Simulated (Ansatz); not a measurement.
Run report: CH₆ClNOSi₂, nudged elastic band (part 2 of 2)

The same run, continued: CH₆ClNOSi₂; RKS BHLYP-D4/def2-SVP (Ansatz 0.2.0). The run did not end well. It belongs to a series of runs on one base structure; here: band between the two ends.

Geometry of the input (Å):
```
Si -0.3956  -2.2583  0.3059
N  -0.0802  -0.5678  0.0663
C  0.6659  -0.0374  -0.7891
O  0.8151  1.2766  -0.8597
Si -0.0592  2.2038  0.2600
Cl 0.4578  4.1342  -0.2196
H  0.3496  -3.0910  -0.6762
H  -1.8445  -2.5031  0.1473
H  0.0147  -2.6337  1.6754
H  1.2599  -0.5579  -1.5506
H  -1.5011  2.0485  0.0477
H  0.3945  1.9307  1.6268
```

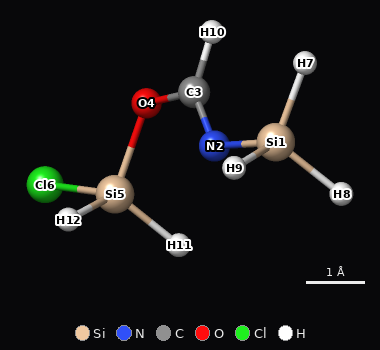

The input geometry (ball-and-stick view, seen at a tilt; atoms are numbered from 1 in the order of the input).

```
Unfinished report: {"positions_ang":[[0.09541079055720823,-2.495783460713694,0.15194021194918894],[-0.19714839593184028,-0.7592675435310066,-0.042663295231928085],[0.22805410429178646,-0.11771133529091243,-1.1248892798607981],[-0.07612813336062736,1.1855107466036172,-1.0781309753591273],[-0.08816506116665712,2.473273592726601,-0.04446231718410237],[1.8397300479665415,3.113955660202084,0.24826259449495072],[0.5441283900033341,-3.039632201278142,-1.1364358916314807],[-1.1759520991242636,-3.111093257604772,0.5933567028868816],[1.1091355521359203,-2.7120863451515715,1.2071645156020194],[-0.6988795648647917,-0.24614368289096852,0.6815158768061345],[-0.8658782204093423,3.526241103946307,-0.7032058359668992],[-0.6372074000972678,2.1274367329824524,1.281646703495159]],"unchecked":["starts","cluster_reference","orbital_swaps","neighbouring_geometries","increment"],"mean_field":{"relativity":"none","state":{"energy":{"ev":-32935.42237325388,"hartree":-1210.3544477859823},"converged":true,"gradient_ev":0.00001545521546222516,"stability":{"kind":"minimum","curvature_ev":23.483936308864372},"curvature_floor_ev":0.00030000000000000003,"spin_squared":1.4210854715202004e-14},"others":[],"fillings":{"estimated":0,"unestimated":0,"tried":0,"untried":0,"excluded_magnetic_sites":0},"n_dropped_functions":0,"n_trapped_functions":0,"passes":{"evaluations":4,"products":30},"factors":{"origin":"Cholesky decomposition","count":1312,"bound_ev":0.000954007473329091},"gradient_stop_ev":0.00009,"reference_kind":"stationary","functional":{"name":"BHLYP","citations":["Becke, J. Chem. Phys. 98, 1372 (1993) doi:10.1063/1.464304","Becke, Phys. Rev. A 38, 3098 (1988) doi:10.1103/PhysRevA.38.3098","Lee, Yang & Parr, Phys. Rev. B 37, 785 (1988) doi:10.1103/PhysRevB.37.785"],"text":"name \"BHLYP\"\ncite \"Becke, J. Chem. Phys. 98, 1372 (1993) doi:10.1063/1.464304\"\ncite \"Becke, Phys. Rev. A 38, 3098 (1988) doi:10.1103/PhysRevA.38.3098\"\ncite \"Lee, Yang & Parr, Phys. Rev. B 37, 785 (1988) doi:10.1103/PhysRevB.37.785\"\nparameter a = 0.5\nexchange = (1 - a)*b88_x + a*exact_x\ncorrelation = lyp_c\n","parameters":{"a":{"value":0.5,"default":0.5}},"final_grid":{"core_spheres":13.0,"valence_spheres":11.0,"degree":36.0},"final_grid_parameter_source":"default","radial_points_factor":1.0,"radial_grid_error_ev":4.671919181681796e-7,"grid_sensitivity":"normal","grid_sensitivity_ratio":0.0009331686670994504},"unsmoothed_excess_ev":-0.0002136322321861382,"symmetry":{"irreps":["A"],"axes":[[0.9881340941752275,0.00008452882492538369,-0.15359363523069688],[-0.00017854038287993943,0.9999998050881516,-0.0005982867123564735],[0.1535935547210048,0.0006186101650134492,0.9881339166679934]],"occupied":[{"A":36},{"A":36}]},"held":{"pivots":1312,"left_out":0,"joined":0},"density_repulsion":{"missed_ev":0.000021486151161408596,"excess_ev":1.1290131475669703e-8,"most_excess_ev":0.0001944,"are_drawn_again":false,"n_first_factors":1312,"energy_change_ev":0.0,"n_dropped_ends":0}},"factors":{"origin":"Cholesky decomposition","count":1312,"bound_ev":0.000954007473329091},"n_frozen":0,"n_occupied":[36,36],"n_virtual":[90,90],"reference":{"ev":-32935.42237325388,"hartree":-1210.3544477859823},"dispersion":{"energy":{"ev":-0.38756531281442,"hartree":-0.01424276254472563},"switches_in_reach":[]},"total":{"ev":-32935.809938566694,"hartree":-1210.368690548527},"forces_ev_per_angstrom":[[0.000854708456156408,0.0007892536991705307,0.0022474939956469006],[0.00828824451099637,-0.02740325521828173,0.00030142624062422284],[-0.012472974269861796,0.015492546082752467,0.01671747101604021],[0.016265888917564753,-0.006136399771157851,-0.012687538131914223],[-0.003053654014178009,0.013814415303895579,-0.003727679312635525],[-0.0004222170047732954,-0.006931216264217884,0.005311784571751618],[-0.007409735173129099,0.0018734463893133957,-0.0035356394171268844],[0.001095223813889993,-0.0018550503108503299,0.003851666017345707],[0.002127751408367329,0.0037085568311709823,-0.0016750598870658876],[-0.00009304898019774294,0.00667691231017624,-0.009739601347107244],[-0.004971571187096008,-0.0029788465181910476,0.002420051644263967],[-0.0002086164769961969,0.0029496374685034615,0.0005156246193433888]],"charge_distribution":{"dipole_moment_e_ang":[-0.4479522587388734,-0.11642948397778653,0.5547958123357686],"mulliken_charges_e":[0.6250775548518313,-0.3735614605784363,0.10789850058772554,-0.4810399736182269,0.8059626051714162,-0.27680775206984265,-0.07236318860221158,-0.11611281970587228,-0.11209730650311367,0.12444586309862582,-0.09968680920219475,-0.1317152134297226],"lowdin_charges_e":[0.3942087203114166,0.005022087130919672,-0.1691676328510674,-0.01944735979706813,0.20557203165319038,0.05693953615333669,-0.072408747193075,-0.0973821927785612,-0.09800200290968464,0.002129830670141608,-0.0946383634395016,-0.11282590695002215]},"n_threads":2,"memory_gib":2.556818182580173,"seconds":{"hamiltonian":4.019697405,"orbitals":0.0,"second_order":0.0,"solver_start":0.0,"cycles":0.0,"cycle":0.0,"perturbative":0.0,"full_ci_increment":0.0,"forces":0.0}}
this run last wrote the band of iteration 50 to [file]
Error: NEB band did not converge after 50 iterations: max|band force component| = 1.19e-1 eV/Å (threshold 5.0e-2); raise `neb.max_iterations` in a new run, which can start from the last band evaluated (`neb.initial_path`, with `crystal.atoms` and `neb.final_atoms` set to its first and last images), add images, or start from endpoints closer to local minima. Where this run's directory can be resumed (`checkpoint.write`), a resume goes on for up to `neb.max_iterations` more; to start a new run from the last band, take its images' positions from the `neb_iteration` event of iteration 50 (`data.images[].positions_ang`), in the event stream of the run that computed that iteration (not this run's, if it was resumed behind it). With `checkpoint.write`, `steps/00-neb/state/checkpoint.json` in the run directory holds the last saved band, under `neb.evaluated.images[].positions_ang` (a band under a hybrid functional on support functions is neither saved nor resumed: `neb.initial_path` says where its path is): check the last entry of `neb.iterations` there, which is earlier than 50 if that iteration was not saved or its write failed. If the band's step has no `state` directory and holds `state.next`, a write was cut short, and the file is under `state.next` instead (behind a loss of power it can be under `state.prev`)
this run wrote the band of iteration 50 to [file] as well, whether or not its events were kept: a new run's `neb.initial_path` can list its `images[].positions_ang`
a run's events are kept only if it was started with --events-out <file>, and are in that file
```

The last band as extended XYZ (Å, eV, eV/Å):
```
12
Properties=species:S:1:pos:R:3:forces:R:3 image=0 energy=-32937.46970
Si   -0.3956   -2.2583    0.3059   -0.0046  -0.0063  -0.0084
N    -0.0802   -0.5678    0.0663    0.0082   0.0072  -0.0012
C     0.6659   -0.0374   -0.7891   -0.0083   0.0012  -0.0003
O     0.8151    1.2766   -0.8597   -0.0054  -0.0002   0.0036
Si   -0.0592    2.2038    0.2600    0.0026  -0.0087  -0.0107
Cl    0.4578    4.1342   -0.2196    0.0019   0.0006   0.0037
H     0.3496   -3.0910   -0.6762    0.0022   0.0028   0.0078
H    -1.8445   -2.5031    0.1473    0.0006   0.0014   0.0030
H     0.0147   -2.6337    1.6754    0.0008  -0.0009  -0.0043
H     1.2599   -0.5579   -1.5506    0.0007   0.0013   0.0061
H    -1.5011    2.0485    0.0477    0.0016  -0.0004   0.0023
H     0.3945    1.9307    1.6268   -0.0003   0.0021  -0.0016
12
Properties=species:S:1:pos:R:3:forces:R:3 image=1 energy=-32937.40936
Si   -0.4533   -2.2438    0.2525   -0.0001  -0.0048   0.0016
N    -0.0571   -0.5647    0.0376    0.0061   0.0092  -0.0010
C     0.9135   -0.0377   -0.5525   -0.0115  -0.0053  -0.0073
O     1.0468    1.2784   -0.6160    0.0061  -0.0017   0.0026
Si   -0.1681    2.1890    0.1423   -0.0058   0.0010  -0.0012
Cl    0.4204    4.1297   -0.1955    0.0017   0.0007   0.0018
H    -0.6200   -2.9187   -1.0582    0.0001  -0.0011  -0.0009
H    -1.7201   -2.3305    1.0037   -0.0006  -0.0004  -0.0012
H     0.6102   -2.9429    1.0147    0.0010   0.0003   0.0021
H     1.7341   -0.5523   -1.0671    0.0019   0.0007   0.0017
H    -1.4610    1.9828   -0.5164    0.0002  -0.0008   0.0013
H    -0.1684    1.9554    1.5891    0.0009   0.0022   0.0005
12
Properties=species:S:1:pos:R:3:forces:R:3 image=2 energy=-32937.46711
Si   -0.4692   -2.2883    0.1163   -0.0094   0.0116  -0.0024
N    -0.1345   -0.5844    0.0352   -0.0115  -0.0099  -0.0096
C     0.9914   -0.0512   -0.0917    0.0338   0.0261   0.0073
O     1.1460    1.2635   -0.1535   -0.0231   0.0068   0.0064
Si   -0.2304    2.2441   -0.0405    0.0348  -0.0079  -0.0013
Cl    0.5328    4.1465   -0.1821   -0.0097  -0.0027   0.0004
H    -1.3228   -2.6671   -1.0296   -0.0035   0.0022   0.0035
H    -1.1863   -2.5796    1.3746   -0.0030   0.0013   0.0066
H     0.7869   -3.0851    0.0730   -0.0069   0.0104  -0.0020
H     1.9539   -0.5730   -0.1629    0.0014  -0.0016  -0.0072
H    -1.1272    2.0216   -1.1785    0.0014  -0.0182  -0.0003
H    -0.8635    2.0978    1.2736   -0.0043  -0.0181  -0.0014
12
Properties=species:S:1:pos:R:3:forces:R:3 image=3 energy=-32936.24041
Si   -0.1937   -2.5588    0.1279    0.0071  -0.0120   0.0008
N     0.6026   -0.9810    0.0943   -0.0026   0.0685  -0.0118
C    -0.1130    0.1234   -0.0156   -0.0046  -0.0498   0.0121
O     0.6770    1.1926   -0.0476   -0.0207   0.0181   0.0002
Si   -0.2791    2.5808   -0.1458    0.0287   0.0024  -0.0053
Cl    1.0615    4.1387   -0.2203   -0.0060  -0.0067   0.0023
H    -0.7572   -2.8892   -1.1953   -0.0085   0.0003  -0.0077
H    -1.2532   -2.5665    1.1514   -0.0013  -0.0020   0.0066
H     0.8697   -3.5281    0.4709   -0.0030   0.0052  -0.0008
H     1.6146   -0.8716    0.1331    0.0176  -0.0271   0.0046
H    -1.0611    2.5804   -1.3857    0.0002  -0.0014  -0.0050
H    -1.0908    2.7239    1.0668   -0.0069   0.0045   0.0039
12
Properties=species:S:1:pos:R:3:forces:R:3 image=4 energy=-32936.10600
Si   -0.1155   -2.6458    0.1821   -0.0129  -0.0101  -0.0027
N     0.3479   -0.9794   -0.1573    0.0239  -0.0271  -0.0101
C    -0.4821    0.0501   -0.1957    0.0248   0.0212   0.0654
O     0.2509    1.1419   -0.4553    0.0749   0.0048   0.0769
Si   -0.2274    2.6875   -0.0611    0.0011   0.0192  -0.0272
Cl    1.5411    3.7298    0.0043   -0.0342   0.0905   0.0260
H     0.0698   -3.4677   -1.0327   -0.0227  -0.0261  -0.0012
H    -1.5144   -2.6653    0.6334   -0.0170   0.0102  -0.0044
H     0.8023   -3.1429    1.2307   -0.0225  -0.0324  -0.0001
H     1.3307   -0.7413   -0.2855    0.0339  -0.0626  -0.0913
H    -1.0771    3.2864   -1.0974   -0.0349  -0.0374  -0.0340
H    -0.8491    2.6915    1.2686   -0.0144   0.0498   0.0027
12
Properties=species:S:1:pos:R:3:forces:R:3 image=5 energy=-32935.88908
Si    0.0618   -2.4829    0.1803    0.0153   0.0164   0.0056
N     0.2239   -0.7261   -0.0232   -0.0069  -0.0094  -0.0020
C    -0.5867   -0.1870   -0.9212   -0.0073   0.0091  -0.0226
O    -0.4528    1.1356   -1.0285    0.0118   0.0228   0.0322
Si   -0.2476    2.4775   -0.0815   -0.0103  -0.0036  -0.0307
Cl    1.7481    2.8960    0.2415    0.0092  -0.1097   0.0252
H     0.5901   -3.1988   -0.9964    0.0084   0.0123  -0.0021
H    -1.3511   -2.8301    0.4075    0.0131   0.0005   0.0158
H     0.8688   -2.8244    1.3736    0.0201   0.0234  -0.0069
H     0.9210   -0.1701    0.4731   -0.0435   0.0227  -0.0057
H    -0.8180    3.6066   -0.8195   -0.0154   0.0066  -0.0046
H    -0.8805    2.2485    1.2284    0.0056   0.0089  -0.0043
12
Properties=species:S:1:pos:R:3:forces:R:3 image=6 energy=-32935.80972
Si    0.0954   -2.4958    0.1519    0.0009   0.0008   0.0022
N    -0.1971   -0.7593   -0.0427    0.0083  -0.0274   0.0003
C     0.2281   -0.1177   -1.1249   -0.0125   0.0155   0.0167
O    -0.0761    1.1855   -1.0781    0.0163  -0.0061  -0.0127
Si   -0.0882    2.4733   -0.0445   -0.0031   0.0138  -0.0037
Cl    1.8397    3.1140    0.2483   -0.0004  -0.0069   0.0053
H     0.5441   -3.0396   -1.1364   -0.0074   0.0019  -0.0035
H    -1.1760   -3.1111    0.5934    0.0011  -0.0019   0.0039
H     1.1091   -2.7121    1.2072    0.0021   0.0037  -0.0017
H    -0.6989   -0.2461    0.6815   -0.0001   0.0067  -0.0097
H    -0.8659    3.5262   -0.7032   -0.0050  -0.0030   0.0024
H    -0.6372    2.1274    1.2816   -0.0002   0.0029   0.0005
12
Properties=species:S:1:pos:R:3:forces:R:3 image=7 energy=-32936.14816
Si    0.0711   -2.6843    0.1191    0.0023   0.0108   0.0013
N    -0.2553   -0.9914   -0.2570   -0.0048   0.0307   0.0122
C     0.3491    0.0543    0.2905   -0.0762   0.0587  -0.0658
O    -0.1854    1.1499   -0.2731   -0.1014  -0.1168  -0.0417
Si    0.0071    2.7506    0.1151    0.0205   0.0612   0.0296
Cl    1.8029    3.4738   -0.5667    0.0238  -0.0507   0.0115
H     0.3883   -3.3861   -1.1447    0.0161   0.0048   0.0185
H    -1.1569   -3.2876    0.6824    0.0134  -0.0104   0.0226
H     1.1895   -2.7559    1.0693    0.0179   0.0278   0.0189
H    -0.9805   -0.7605   -0.9366    0.0483  -0.0512  -0.0416
H    -1.0718    3.4094   -0.6294    0.0048   0.0844   0.0313
H    -0.0810    2.9725    1.5652    0.0355  -0.0493   0.0031
12
Properties=species:S:1:pos:R:3:forces:R:3 image=8 energy=-32935.79873
Si   -0.1289   -2.5171    0.0382   -0.0035  -0.0029  -0.0119
N    -0.0723   -0.7462    0.0330   -0.0070   0.0066   0.0104
C     1.0495   -0.1766   -0.3921    0.0181  -0.0045  -0.0019
O     1.0139    1.1474   -0.3601   -0.0057  -0.0032  -0.0045
Si    0.0268    2.4334    0.0073   -0.0017   0.0081   0.0152
Cl    1.0973    4.1239   -0.4075   -0.0010  -0.0040  -0.0074
H     0.0414   -3.0445   -1.3273    0.0020  -0.0016   0.0008
H    -1.4812   -2.8479    0.5427    0.0006  -0.0021   0.0031
H     0.8947   -3.0694    0.9435    0.0004   0.0040   0.0004
H    -0.8675   -0.1921    0.3505   -0.0039   0.0012  -0.0001
H    -1.1819    2.4079   -0.8343    0.0032   0.0029  -0.0035
H    -0.3148    2.4260    1.4401   -0.0016  -0.0044  -0.0007
```

Outcome:

- outcome: not converged
- barrier, forward (band not converged): 1.660 eV
- barrier, backward: −0.011 eV
- wall time: 24 min (CPU time 47 min)
- peak memory: 0.34 GiB

Diagnosis:

The run did not converge: “NEB band did not converge after 50 iterations: max|band force component| = 1.19e-1 eV/Å (threshold 5.0e-2); raise `neb.max_iterations` in a new run, which can start from the last band evaluated (`neb.initial_path`, with `crystal.atoms` and `neb.final_atoms` set to its first and last images), add images, or start from endpoints closer to local minima …” Its last values are not results.
